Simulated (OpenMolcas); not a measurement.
# How basis sets differ on C2H6Cd (dimethylcadmium)

C2H6Cd has 9 atoms, charge 0, and is taken as a singlet. SMILES: `[CH3][Cd][CH3]`. The shape is that of a PBE0-D4/def2-TZVP optimisation.

```xyz
9

C    -1.0733    1.3986   -1.1656
Cd    0.0000    0.0000    0.0000
C     1.0733   -1.3986    1.1656
H    -1.9609    0.9355   -1.6016
H    -0.4514    1.7798   -1.9782
H    -1.3936    2.2443   -0.5535
H     0.5989   -2.3812    1.1210
H     2.0983   -1.4961    0.8021
H     1.1087   -1.0822    2.2102
```

Each level gives the HOMO–LUMO gap (eV). The values are calculated.

```csv
level,kind,program,value (eV)
HF/STO-3G,Hartree–Fock,OpenMolcas,16.25
HF/3-21G,Hartree–Fock,OpenMolcas,10.90
HF/def2-SVP (core potential),Hartree–Fock,OpenMolcas,11.53
"HF/ANO-R1 (sfX2C, RICD fitting)",Hartree–Fock,OpenMolcas,12.22
```

All-electron rows without a relativistic Hamiltonian named are non-relativistic, while core potentials hold scalar relativity, so basis and relativity change together. The values span 10.90 to 16.25 eV. A Hartree–Fock LUMO above zero doesn't converge with the basis: it sinks as sets grow more diffuse. Orbital gaps aren't excitation energies.

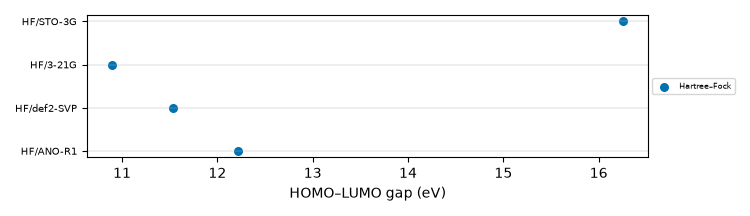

The values of the table, level by level.
